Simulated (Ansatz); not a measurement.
# B₂H (quartet): wave-function methods side by side, cc-pVTZ

How much of the correlation energy of B₂H (quartet) does each wave-function method recover here?

Program: Ansatz 0.2.0, Gaussian basis. Level of theory: cc-pVTZ, core rule «outside noble gas», up to 2 orbitals frozen. These are calculated values, not measurements.

To be run: UHF; CCSD(T) on ROHF; CCSD(T) on UHF; BCCD(T) on ROHF; CCSDT(Q) on ROHF; CCSDT(Q) on UHF; CASSCF and MRCISD+Q, 7 electrons in 9 orbitals; CASSCF and NEVPT2, 7 electrons in 9 orbitals.

16 further runs of the same task are left out: 4 for a known fault of the program, 2 that didn't finish, 10 set aside as unsound or not needed.

### 1 The system

The geometry is a PBE0/def2-TZVP stationary point (not a proven minimum) of the parent state, kept for this charge and spin.

3 atoms, charge 0, spin multiplicity 4.

Atoms are counted from 1 here; the program's logs count them from 0.

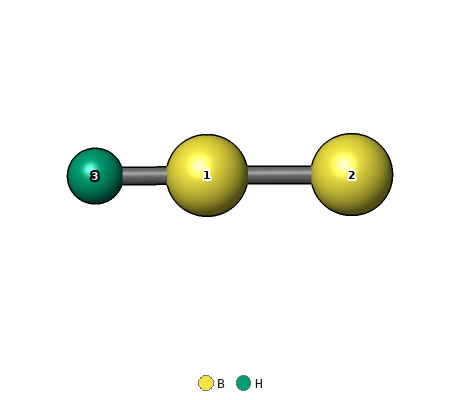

The geometry (boron yellow, hydrogen teal); atoms are numbered from 1 in the order of the file.

As a file:

```xyz
3

B     0.0000    0.0000    0.1151
B     0.0000    0.0000   -1.4076
H     0.0000    0.0000    1.2925
```

In the tables R marks a restricted open-shell determinant and U an unrestricted one; 'valence' is the active space of 7 electrons in 9 orbitals; energies count from the table's Hartree-Fock row.

### 2 UHF

in.yaml

```yaml
crystal:
  periodic: [false, false, false]
  atoms:
    - {symbol: B, position_ang: [0.000000, 0.000000, 0.115089]}
    - {symbol: B, position_ang: [0.000000, 0.000000, -1.407623]}
    - {symbol: H, position_ang: [0.000000, 0.000000, 1.292533]}
basis:
  gaussian: {orbitals: cc-pVTZ}
magnetization: {spin_polarized: true, initial_magnetization: 3}
hamiltonian: {xc: hf}
output: {orbitals: {seedname: orbitals}}
```

Run with:

```console
$ ansatz run in.yaml --threads 1 --pin off --events-out ev --progress --plain --max-ram 2393MiB
```

Output:

```text
Functional definition: HF
  name "HF"
  cite "Fock, Z. Phys. 61, 126 (1930) doi:10.1007/BF01340294"
  parent pbe
  exchange = exact_x
  correlation = 0
566 factors; their error is unknown
mean field evaluation 1: about -1353.8044 eV, gradient 9.7e0 eV
mean field evaluation 2: about -1354.9403 eV, gradient 4.0e0 eV
mean field evaluation 4: about -1355.2823 eV, gradient 9.2e-1 eV
mean field evaluation 8: about -1355.3132 eV, gradient 4.3e-2 eV
mean field -1355.33329368 eV, -49.8075798648 hartree, gradient 1.2e-5 eV, S^2 3.754960; 0 other end points of the search recorded, 0 dependent functions left out
reference -1355.33329368 eV, -49.8075798648 hartree; 7, 4 occupied and 67, 70 virtual orbitals, 566 factors
Total energy: -1355.33329368 eV, -49.8075798648 hartree
```

Wall time 0.58 s (1 thread of Intel Xeon at 2.50GHz, shared host).

From the report: ⟨S²⟩ of the determinant 3.755 (pure quartet: 3.75).

### 3 CCSD(T) on ROHF

in.yaml, as its differences from that of step 2:

```diff
@@ -8,4 +8,3 @@
   gaussian: {orbitals: cc-pVTZ}
-magnetization: {spin_polarized: true, initial_magnetization: 3}
-hamiltonian: {xc: hf}
-output: {orbitals: {seedname: orbitals}}
+magnetization: {spin_polarized: false, initial_magnetization: 3}
+correlation: {method: ccsd_t, electrons: outside_noble_gas}
```

Launched as before.

Output:

```text
Functional definition: HF
  name "HF"
  cite "Fock, Z. Phys. 61, 126 (1930) doi:10.1007/BF01340294"
  parent pbe
  exchange = exact_x
  correlation = 0
433 factors; integrals over basis functions are off by at most 1.2e-3 eV
mean field evaluation 1: about -1353.7110 eV, gradient 1.1e1 eV
mean field evaluation 2: about -1353.7154 eV, gradient 1.1e1 eV
mean field evaluation 4: about -1355.2449 eV, gradient 1.2e0 eV
mean field evaluation 8: about -1355.2910 eV, gradient 3.8e-3 eV
mean field evaluation 16: about -1355.2825 eV, gradient 2.8e-1 eV
mean field -1355.29099933 eV, -49.8060255763 hartree, gradient 5.9e-6 eV, S^2 3.750000; 0 other end points of the search recorded, 0 dependent functions left out
2 core orbitals not correlated: weight in the atoms' cores, before any rotation towards them, 1.000 or more for the frozen orbitals, at most 0.000 for the correlated occupied ones
reference -1355.29099933 eV, -49.8060255763 hartree; 5, 2 occupied and 67, 70 virtual orbitals, 433 factors
second order -3.43332872 eV of doubles, -0.02311312 eV of singles
cycle   1  -3.90362517 eV  change   -4.5e-1 eV  update   5.5e-2
cycle   2  -4.07666620 eV  change   -1.7e-1 eV  update   2.3e-2
cycle   3  -4.09351766 eV  change   -1.7e-2 eV  update   9.7e-3
cycle   4  -4.09421188 eV  change   -6.9e-4 eV  update   4.2e-3
cycle   5  -4.09479129 eV  change   -5.8e-4 eV  update   1.6e-3
cycle   6  -4.09508147 eV  change   -2.9e-4 eV  update   4.0e-4
cycle   7  -4.09519551 eV  change   -1.1e-4 eV  update   1.4e-4
cycle   8  -4.09519462 eV  change    8.9e-7 eV  update   3.6e-5
cycle   9  -4.09518360 eV  change    1.1e-5 eV  update   1.3e-5
cycle  10  -4.09518411 eV  change   -5.1e-7 eV  update   5.0e-6
perturbative correction -0.16851308 eV, -0.0061927415 hartree
Total energy: -1359.55469653 eV, -49.9627135580 hartree
```

Run time: 4.3 s. Hardware: 1 thread of Intel Xeon at 2.50GHz, shared host.

From the report: correlation -4.2637 eV; T1 0.023; largest double amplitude 0.07.

### 4 CCSD(T) on UHF

in.yaml, as its differences from that of step 3:

```diff
@@ -8,3 +8,3 @@
   gaussian: {orbitals: cc-pVTZ}
-magnetization: {spin_polarized: false, initial_magnetization: 3}
+magnetization: {spin_polarized: true, initial_magnetization: 3}
 correlation: {method: ccsd_t, electrons: outside_noble_gas}
```

Same command.

Output:

```text
Functional definition: HF
  name "HF"
  cite "Fock, Z. Phys. 61, 126 (1930) doi:10.1007/BF01340294"
  parent pbe
  exchange = exact_x
  correlation = 0
433 factors; integrals over basis functions are off by at most 1.2e-3 eV
mean field evaluation 1: about -1353.8247 eV, gradient 9.7e0 eV
mean field evaluation 2: about -1353.8310 eV, gradient 9.7e0 eV
mean field evaluation 4: about -1355.2397 eV, gradient 1.7e0 eV
mean field evaluation 8: about -1355.3328 eV, gradient 1.3e-1 eV
mean field evaluation 16: about -1355.2955 eV, gradient 9.2e-1 eV
mean field -1355.33329794 eV, -49.8075800216 hartree, gradient 3.1e-6 eV, S^2 3.754960; 0 other end points of the search recorded, 0 dependent functions left out
2 core orbitals not correlated: weight in the atoms' cores, before any rotation towards them, 1.000 or more for the frozen orbitals, at most 0.000 for the correlated occupied ones
reference -1355.33329794 eV, -49.8075800216 hartree; 5, 2 occupied and 67, 70 virtual orbitals, 433 factors
second order -3.40781799 eV of doubles, -0.00000000 eV of singles
cycle   1  -3.85813594 eV  change   -4.5e-1 eV  update   5.5e-2
cycle   2  -4.03539580 eV  change   -1.8e-1 eV  update   2.3e-2
cycle   3  -4.05194550 eV  change   -1.7e-2 eV  update   9.6e-3
cycle   4  -4.05315600 eV  change   -1.2e-3 eV  update   4.2e-3
cycle   5  -4.05393836 eV  change   -7.8e-4 eV  update   1.6e-3
cycle   6  -4.05422916 eV  change   -2.9e-4 eV  update   4.4e-4
cycle   7  -4.05434669 eV  change   -1.2e-4 eV  update   1.5e-4
cycle   8  -4.05434012 eV  change    6.6e-6 eV  update   4.1e-5
cycle   9  -4.05432482 eV  change    1.5e-5 eV  update   1.3e-5
cycle  10  -4.05432504 eV  change   -2.2e-7 eV  update   4.5e-6
perturbative correction -0.16745180 eV, -0.0061537400 hartree
Total energy: -1359.55507478 eV, -49.9627274587 hartree
```

Wall time 4 s (1 thread of Intel Xeon at 2.50GHz, shared host).

From the report: ⟨S²⟩ of the determinant 3.755 (pure quartet: 3.75); correlation -4.2218 eV; T1 0.021; largest double amplitude 0.07.

### 5 BCCD(T) on ROHF

in.yaml, as its differences from that of step 4:

```diff
@@ -8,3 +8,3 @@
   gaussian: {orbitals: cc-pVTZ}
-magnetization: {spin_polarized: true, initial_magnetization: 3}
-correlation: {method: ccsd_t, electrons: outside_noble_gas}
+magnetization: {spin_polarized: false, initial_magnetization: 3}
+correlation: {method: bccd_t, electrons: outside_noble_gas}
```

Same command.

Output:

```text
Functional definition: HF
  name "HF"
  cite "Fock, Z. Phys. 61, 126 (1930) doi:10.1007/BF01340294"
  parent pbe
  exchange = exact_x
  correlation = 0
433 factors; integrals over basis functions are off by at most 1.2e-3 eV
mean field evaluation 1: about -1353.7110 eV, gradient 1.1e1 eV
mean field evaluation 2: about -1353.7154 eV, gradient 1.1e1 eV
mean field evaluation 4: about -1355.2449 eV, gradient 1.2e0 eV
mean field evaluation 8: about -1355.2910 eV, gradient 3.8e-3 eV
mean field evaluation 16: about -1355.2825 eV, gradient 2.8e-1 eV
mean field -1355.29099933 eV, -49.8060255763 hartree, gradient 5.9e-6 eV, S^2 3.750000; 0 other end points of the search recorded, 0 dependent functions left out
2 core orbitals not correlated: weight in the atoms' cores, before any rotation towards them, 1.000 or more for the frozen orbitals, at most 0.000 for the correlated occupied ones
reference -1355.29099933 eV, -49.8060255763 hartree; 5, 2 occupied and 67, 70 virtual orbitals, 433 factors
second order -3.43332872 eV of doubles, -0.02311312 eV of singles
cycle   1  -3.91621062 eV  change   -4.6e-1 eV  update   5.5e-2
cycle   2  -4.07949473 eV  change   -1.6e-1 eV  update   2.3e-2
cycle   3  -4.09437609 eV  change   -1.5e-2 eV  update   1.1e-2
cycle   4  -4.09163561 eV  change    2.7e-3 eV  update   5.4e-3
cycle   5  -4.09061002 eV  change    1.0e-3 eV  update   2.0e-3
cycle   6  -4.09067584 eV  change   -6.6e-5 eV  update   5.5e-4
cycle   7  -4.09083111 eV  change   -1.6e-4 eV  update   1.6e-4
cycle   8  -4.09080887 eV  change    2.2e-5 eV  update   3.9e-5
cycle   9  -4.09079502 eV  change    1.4e-5 eV  update   1.3e-5
cycle  10  -4.09079691 eV  change   -1.9e-6 eV  update   4.4e-6
perturbative correction -0.17306964 eV, -0.0063601918 hartree
Total energy: -1359.55486588 eV, -49.9627197818 hartree
```

Wall time 6 s (1 thread of Intel Xeon at 2.50GHz, shared host); peak memory 0.3 GiB.

From the report: correlation -4.2639 eV; largest double amplitude 0.07.

### 6 CCSDT(Q) on ROHF

in.yaml, as its differences from that of step 5:

```diff
@@ -9,2 +9,2 @@
 magnetization: {spin_polarized: false, initial_magnetization: 3}
-correlation: {method: bccd_t, electrons: outside_noble_gas}
+correlation: {method: ccsdt_q, electrons: outside_noble_gas}
```

Launched as before.

Output:

```text
Functional definition: HF
  name "HF"
  cite "Fock, Z. Phys. 61, 126 (1930) doi:10.1007/BF01340294"
  parent pbe
  exchange = exact_x
  correlation = 0
851 factors; integrals over basis functions are off by at most 2.2e-7 eV
mean field evaluation 1: about -1353.7100 eV, gradient 1.1e1 eV
mean field evaluation 2: about -1353.7155 eV, gradient 1.1e1 eV
mean field evaluation 4: about -1355.2448 eV, gradient 1.2e0 eV
mean field evaluation 8: about -1355.2910 eV, gradient 3.8e-3 eV
mean field evaluation 16: about -1355.2811 eV, gradient 2.8e-1 eV
mean field -1355.29100853 eV, -49.8060259143 hartree, gradient 8.6e-6 eV, S^2 3.750000; 0 other end points of the search recorded, 0 dependent functions left out
2 core orbitals not correlated: weight in the atoms' cores, before any rotation towards them, 1.000 or more for the frozen orbitals, at most 0.000 for the correlated occupied ones
reference -1355.29100853 eV, -49.8060259143 hartree; 5, 2 occupied and 67, 70 virtual orbitals, 851 factors
second order -3.43333460 eV of doubles, -0.02311314 eV of singles
cycle   1  -3.90361340 eV  change   -4.5e-1 eV  update   6.4e-2
cycle   2  -4.25286967 eV  change   -3.5e-1 eV  update   3.1e-2
cycle   3  -4.29322110 eV  change   -4.0e-2 eV  update   1.4e-2
cycle   4  -4.28717128 eV  change    6.0e-3 eV  update   7.6e-3
cycle   5  -4.29395487 eV  change   -6.8e-3 eV  update   2.7e-3
cycle   6  -4.29421067 eV  change   -2.6e-4 eV  update   1.3e-3
cycle   7  -4.29305159 eV  change    1.2e-3 eV  update   4.6e-4
cycle   8  -4.29366713 eV  change   -6.2e-4 eV  update   2.1e-4
cycle   9  -4.29370014 eV  change   -3.3e-5 eV  update   8.1e-5
cycle  10  -4.29356703 eV  change    1.3e-4 eV  update   3.7e-5
cycle  11  -4.29359619 eV  change   -2.9e-5 eV  update   1.7e-5
cycle  12  -4.29361447 eV  change   -1.8e-5 eV  update   8.0e-6
cycle  13  -4.29362263 eV  change   -8.2e-6 eV  update   3.1e-6
cycle  14  -4.29362351 eV  change   -8.8e-7 eV  update   1.2e-6
cycle  15  -4.29362207 eV  change    1.4e-6 eV  update   4.5e-7
cycle  16  -4.29362183 eV  change    2.4e-7 eV  update   2.0e-7
perturbative correction -0.00766631 eV, -0.0002817317 hartree
Total energy: -1359.59229667 eV, -49.9640953379 hartree
```

It took 2.3 min on 1 thread of Intel Xeon at 2.50GHz, shared host; peak memory 0.81 GiB.

From the report: correlation -4.3013 eV; T1 0.024; largest double amplitude 0.08.

### 7 CCSDT(Q) on UHF

in.yaml, as its differences from that of step 6:

```diff
@@ -8,3 +8,3 @@
   gaussian: {orbitals: cc-pVTZ}
-magnetization: {spin_polarized: false, initial_magnetization: 3}
+magnetization: {spin_polarized: true, initial_magnetization: 3}
 correlation: {method: ccsdt_q, electrons: outside_noble_gas}
```

Same command.

Output:

```text
Functional definition: HF
  name "HF"
  cite "Fock, Z. Phys. 61, 126 (1930) doi:10.1007/BF01340294"
  parent pbe
  exchange = exact_x
  correlation = 0
851 factors; integrals over basis functions are off by at most 2.2e-7 eV
mean field evaluation 1: about -1353.8236 eV, gradient 9.7e0 eV
mean field evaluation 2: about -1353.8311 eV, gradient 9.7e0 eV
mean field evaluation 4: about -1355.2396 eV, gradient 1.7e0 eV
mean field evaluation 8: about -1355.3328 eV, gradient 1.3e-1 eV
mean field evaluation 16: about -1355.2942 eV, gradient 9.2e-1 eV
mean field -1355.33330714 eV, -49.8075803594 hartree, gradient 4.8e-6 eV, S^2 3.754960; 0 other end points of the search recorded, 0 dependent functions left out
2 core orbitals not correlated: weight in the atoms' cores, before any rotation towards them, 1.000 or more for the frozen orbitals, at most 0.000 for the correlated occupied ones
reference -1355.33330714 eV, -49.8075803594 hartree; 5, 2 occupied and 67, 70 virtual orbitals, 851 factors
second order -3.40782394 eV of doubles, -0.00000000 eV of singles
cycle   1  -3.85812432 eV  change   -4.5e-1 eV  update   6.4e-2
cycle   2  -4.21236616 eV  change   -3.5e-1 eV  update   3.2e-2
cycle   3  -4.24993276 eV  change   -3.8e-2 eV  update   1.4e-2
cycle   4  -4.24526486 eV  change    4.7e-3 eV  update   7.6e-3
cycle   5  -4.25205453 eV  change   -6.8e-3 eV  update   2.9e-3
cycle   6  -4.25262529 eV  change   -5.7e-4 eV  update   1.4e-3
cycle   7  -4.25149066 eV  change    1.1e-3 eV  update   4.8e-4
cycle   8  -4.25204928 eV  change   -5.6e-4 eV  update   2.2e-4
cycle   9  -4.25207445 eV  change   -2.5e-5 eV  update   8.1e-5
cycle  10  -4.25194281 eV  change    1.3e-4 eV  update   3.8e-5
cycle  11  -4.25196848 eV  change   -2.6e-5 eV  update   1.9e-5
cycle  12  -4.25198739 eV  change   -1.9e-5 eV  update   8.6e-6
cycle  13  -4.25199779 eV  change   -1.0e-5 eV  update   3.4e-6
cycle  14  -4.25199912 eV  change   -1.3e-6 eV  update   1.2e-6
cycle  15  -4.25199776 eV  change    1.4e-6 eV  update   4.7e-7
cycle  16  -4.25199745 eV  change    3.0e-7 eV  update   2.1e-7
perturbative correction -0.00780011 eV, -0.0002866487 hartree
Total energy: -1359.59310470 eV, -49.9641250324 hartree
```

It took 2.2 min on 1 thread of Intel Xeon at 2.50GHz, shared host; peak memory 0.76 GiB.

From the report: ⟨S²⟩ of the determinant 3.755 (pure quartet: 3.75); correlation -4.2598 eV; T1 0.022; largest double amplitude 0.08.

### 8 CASSCF and MRCISD+Q, 7 electrons in 9 orbitals

in.yaml

```yaml
crystal:
  periodic: [false, false, false]
  atoms:
    - {symbol: B, position_ang: [0.000000, 0.000000, 0.115089]}
    - {symbol: B, position_ang: [0.000000, 0.000000, -1.407623]}
    - {symbol: H, position_ang: [0.000000, 0.000000, 1.292533]}
basis:
  gaussian: {orbitals: cc-pVTZ}
magnetization: {spin_polarized: false, initial_magnetization: 3}
correlation: {method: fic_mrcisd_q, electrons: outside_noble_gas, active_space: {window: {electrons: 7, orbitals: 9}, shells: [{species: B, l: s, shell: 2}, {species: B, l: p, shell: 2}, {species: H, l: s, shell: 1}]}}
```

Launched as before.

Output:

```text
Functional definition: HF
  name "HF"
  cite "Fock, Z. Phys. 61, 126 (1930) doi:10.1007/BF01340294"
  parent pbe
  exchange = exact_x
  correlation = 0
851 factors; integrals over basis functions are off by at most 2.2e-7 eV
mean field evaluation 1: about -1353.7100 eV, gradient 1.1e1 eV
mean field evaluation 2: about -1353.7155 eV, gradient 1.1e1 eV
mean field evaluation 4: about -1355.2448 eV, gradient 1.2e0 eV
mean field evaluation 8: about -1355.2910 eV, gradient 3.8e-3 eV
mean field -1355.29100853 eV, -49.8060259143 hartree, gradient 8.6e-6 eV, S^2 3.750000; 0 other end points of the search recorded, 0 dependent functions left out
reference -1355.29100853 eV, -49.8060259143 hartree; 7, 4 occupied and 67, 70 virtual orbitals, 851 factors
state -1356.93705797 eV, -49.8665171154 hartree
contracted CI cycle   1: correlation 0.00000000 eV, 0.0000000000 hartree, residual 1.38e1 eV
contracted CI cycle   2: correlation -2.43378142 eV, -0.0894398175 hartree, residual 2.66e0 eV
contracted CI cycle   3: correlation -2.52104673 eV, -0.0926467585 hartree, residual 5.80e-1 eV
contracted CI cycle   4: correlation -2.52526215 eV, -0.0928016723 hartree, residual 1.33e-1 eV
contracted CI cycle   5: correlation -2.52548168 eV, -0.0928097398 hartree, residual 3.38e-2 eV
contracted CI cycle   6: correlation -2.52549515 eV, -0.0928102349 hartree, residual 8.44e-3 eV
contracted CI cycle   7: correlation -2.52549593 eV, -0.0928102635 hartree, residual 1.98e-3 eV
contracted CI cycle   8: correlation -2.52549597 eV, -0.0928102651 hartree, residual 4.72e-4 eV
state -1356.93705797 eV, -49.8665171154 hartree; corrected -1359.57893113 eV, -49.9636041633 hartree
Total energy: -1359.57893113 eV, -49.9636041633 hartree
Checks for a lower state left out: starts, orbital_swaps
```

It took 15 s on 1 thread of Intel Xeon at 2.50GHz, shared host; peak memory 0.45 GiB.

From the report: 1,184 determinants; active occupations 1.98, 1.97, 1.00, 0.99, 0.99, 0.03, 0.03, 0.02, 0.01.

### 9 CASSCF and NEVPT2, 7 electrons in 9 orbitals

in.yaml

```yaml
crystal:
  periodic: [false, false, false]
  atoms:
    - {symbol: B, position_ang: [0.000000, 0.000000, 0.115089]}
    - {symbol: B, position_ang: [0.000000, 0.000000, -1.407623]}
    - {symbol: H, position_ang: [0.000000, 0.000000, 1.292533]}
basis:
  gaussian: {orbitals: cc-pVTZ}
magnetization: {spin_polarized: false, initial_magnetization: 3}
correlation: {method: sc_nevpt2, electrons: outside_noble_gas, active_space: {window: {electrons: 7, orbitals: 9}, shells: [{species: B, l: s, shell: 2}, {species: B, l: p, shell: 2}, {species: H, l: s, shell: 1}]}}
```

Same command.

Output:

```text
Functional definition: HF
  name "HF"
  cite "Fock, Z. Phys. 61, 126 (1930) doi:10.1007/BF01340294"
  parent pbe
  exchange = exact_x
  correlation = 0
851 factors; integrals over basis functions are off by at most 2.2e-7 eV
mean field evaluation 1: about -1353.7100 eV, gradient 1.1e1 eV
mean field evaluation 2: about -1353.7155 eV, gradient 1.1e1 eV
mean field evaluation 4: about -1355.2448 eV, gradient 1.2e0 eV
mean field evaluation 8: about -1355.2910 eV, gradient 3.8e-3 eV
mean field -1355.29100853 eV, -49.8060259143 hartree, gradient 8.6e-6 eV, S^2 3.750000; 0 other end points of the search recorded, 0 dependent functions left out
reference -1355.29100853 eV, -49.8060259143 hartree; 7, 4 occupied and 67, 70 virtual orbitals, 851 factors
state -1356.93705797 eV, -49.8665171154 hartree
state -1356.93705797 eV, -49.8665171154 hartree; corrected -1358.95244601 eV, -49.9405812599 hartree
Total energy: -1358.95244601 eV, -49.9405812599 hartree
Checks for a lower state left out: starts, orbital_swaps
```

Wall time 7.5 s (1 thread of Intel Xeon at 2.50GHz, shared host).

From the report: 1,184 determinants; active occupations 1.98, 1.97, 1.00, 0.99, 0.99, 0.03, 0.03, 0.02, 0.01.

### 10 How many determinants matter

Natural occupations of the CASSCF valence state about the gap (report; correlated orbitals 1 to 9): 1.976, 1.966, 0.997, 0.985, 0.985, 0.027, 0.027, 0.024, 0.013. The count of effectively unpaired electrons, Σ n²(2 − n)², is 3.01; a single determinant of this spin has 3.

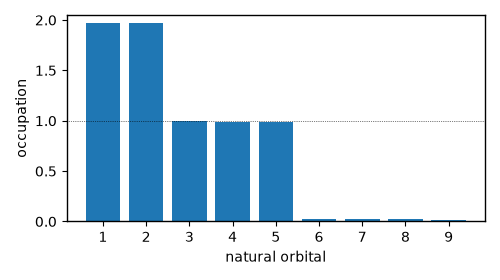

Natural occupations of the CASSCF valence state.

### 11 Misses and costs

The yardstick is UCCSDT(Q), where the cluster series has nearly closed. Rows without a time come out of other runs: HF, MP2 and CCSD of CCSD(T), CCSDT of CCSDT(Q), CASSCF and MRCISD of the multireference runs.

Differences are taken before rounding.

| method | energy from the lowest RHF (meV) | from UCCSDT(Q) (meV) | time |
| --- | --- | --- | --- |
| RHF | 0.0 | +4302.1 |  |
| UHF | -42.3 | +4259.8 |  |
| RMP2 | -3456.4 | +845.7 |  |
| UMP2 | -3450.1 | +852.0 |  |
| RCCSD | -4095.2 | +206.9 |  |
| UCCSD | -4096.6 | +205.5 |  |
| RCCSD(T) | -4263.7 | +38.4 | 4.3 s |
| UCCSD(T) | -4264.1 | +38.0 | 4 s |
| BCCD(T) | -4263.9 | +38.2 | 6 s |
| RCCSDT | -4293.6 | +8.5 |  |
| UCCSDT | -4294.3 | +7.8 |  |
| RCCSDT(Q) | -4301.3 | +0.8 | 2.3 min |
| UCCSDT(Q) | -4302.1 | 0 | 2.2 min |
| CASSCF valence | -1646.1 | +2656.0 |  |
| NEVPT2 valence | -3661.4 | +640.7 | 7.5 s |
| MRCISD valence | -4171.6 | +130.6 |  |
| MRCISD+Q valence | -4287.9 | +14.2 | 15 s |

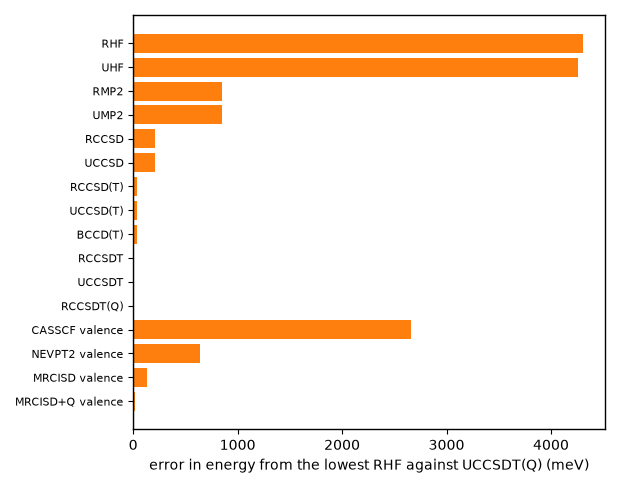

Error of each method against UCCSDT(Q).

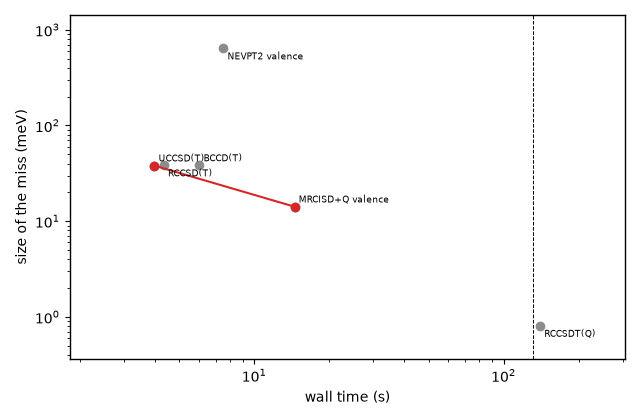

Accuracy for the time spent; red marks the levels that beat every quicker one drawn (of those quicker than the yardstick), and the dashed line is the time of UCCSDT(Q). Times are from a shared host.

### 12 What came out

| quantity | value |
| --- | --- |
| UCCSDT(Q) below the RHF energy | -4.3021 eV |
| RMP2 from UCCSDT(Q) | +845.7 meV |
| UMP2 from UCCSDT(Q) | +852.0 meV |
| RCCSD from UCCSDT(Q) | +206.9 meV |
| RCCSD(T) from UCCSDT(Q) | +38.4 meV |
| UCCSD(T) from UCCSDT(Q) | +38.0 meV |
| RCCSDT(Q) from UCCSDT(Q) | +0.8 meV |
| NEVPT2 valence from UCCSDT(Q) | +640.7 meV |
| MRCISD+Q valence from UCCSDT(Q) | +14.2 meV |
| levels within 1 kcal/mol (43 meV) | RCCSD(T), UCCSD(T), BCCD(T), RCCSDT, UCCSDT, RCCSDT(Q), MRCISD+Q valence |
| T1 diagnostic | 0.023 |
| effectively unpaired electrons | 3.01 |

What this shows: RCCSD(T) lands +38.4 meV from the yardstick (0.9 % of the correlation energy). One determinant dominates. Of the multireference levels listed MRCISD+Q valence comes nearest in total energy (+14.2 meV), which doesn't show that its space is the better one. These misses are within one basis, not against nature; the frozen cores of restricted and unrestricted runs differ, which can shift their rows.

For cost: MRCISD+Q valence gets within 14.2 meV in 15 s, where UCCSDT(Q) took 2.2 min; the quickest level in the cost chart, UCCSD(T), takes 4 s and misses by 38.0 meV.
